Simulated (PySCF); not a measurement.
Input file:

```
{"job": {"kind": "uv", "xc": "B3LYP", "basis": "def2-SVPD", "nstates": 8, "ntriplets": 3}, "charge": 0, "multiplicity": 1}
C      2.681089     1.014945     0.621819
C      1.396305     0.362092     0.512464
C      0.327048    -0.174771     0.440557
C     -0.963862    -0.829959     0.312817
C     -0.790614    -2.093470    -0.347302
N     -0.650759    -3.088582    -0.893968
Si    -2.185940     0.284526    -0.673265
F     -2.394563     1.582240     0.255499
H      3.419350     0.477948     0.026946
H      2.609533     2.039779     0.258297
H      3.006670     1.029416     1.661563
H     -1.375980    -1.017942     1.312505
H     -3.489484    -0.349175    -0.764299
H     -1.589471     0.762480    -1.905723
```

Run with:

```sh
OMP_NUM_THREADS=1 python probes_run.py task.json out
```

Geometry: GFN2-xTB.

These are results of B3LYP/def2-SVPD, SCF density, gas phase (PySCF 2.14.0), not measurements.

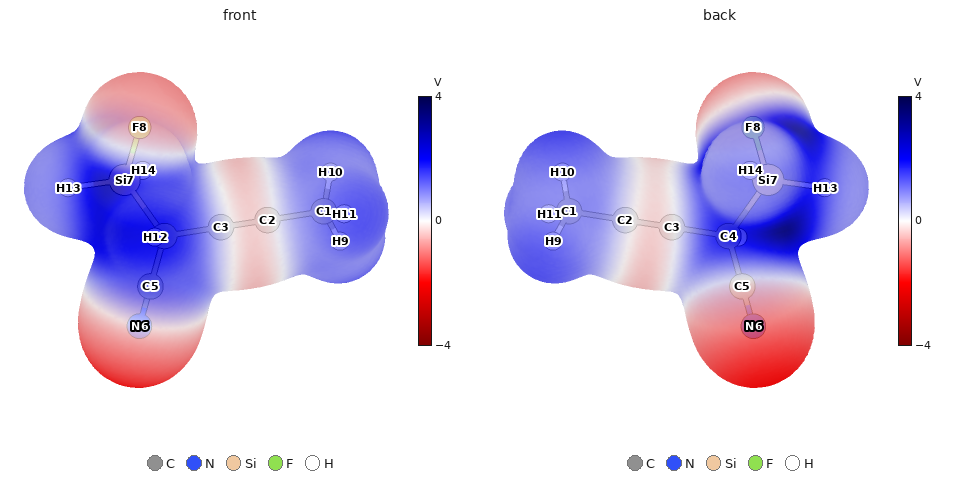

C5H6FNSi (SMILES CC#C[C@H](C#N)[SiH2]F). The molecular electrostatic potential painted on the density surface at 0.004 e/bohr³, seen from the front and from behind; the colour scale runs from red (negative) to blue (positive).

Describe the electrostatic potential map.

Answer. The most negative region (about −2.0 V) lies over N6, the most positive (about +3.2 V) over Si7. N6 is the likeliest acceptor of a hydrogen bond.

How polar is the molecule by this calculation?

Answer. Its dipole moment is 2.76 D.
